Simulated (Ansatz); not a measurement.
```xyz
5

Br    0.0453    2.3019   -0.5836
F    -0.8449   -0.3614    1.6952
F     1.7798   -0.7903    0.1284
F    -0.9388   -1.1034   -1.2995
Hf    0.0083   -0.1205    0.0180
```

Geometry: PBE0-D4/def2-SVP; core potentials replace the inner electrons of Hf.

Level of theory: isolated molecule in a Gaussian basis; Kohn-Sham density functional theory, functional PBE0 in Ansatz 0.2.0.

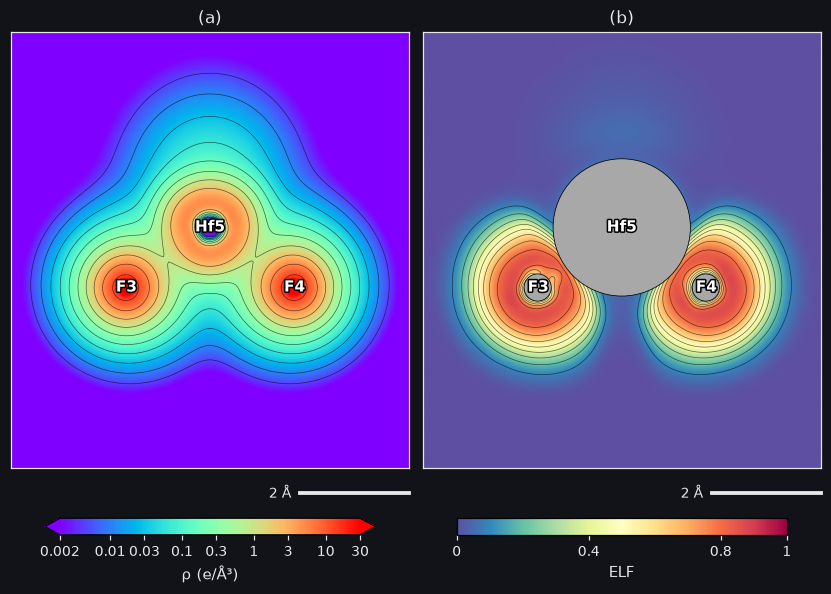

BrF₃Hf (SMILES [F][Hf]([F])([F])[Br]). (a) electron density; (b) electron localisation function on the plane of atoms F3, Hf5 and F4. Grey discs cover the atomic cores in the ELF map.

Q: Interpret the plot.

A:
- The section cuts through F and Hf sites.
- Hf–F (1.90 Å): the density is about 0.95 e/Å³ at the midpoint; the ELF peaks at about 0.80 in the valence shell of F, 0.5 Å from its nucleus, and drops to about 0.20 between the two atoms.
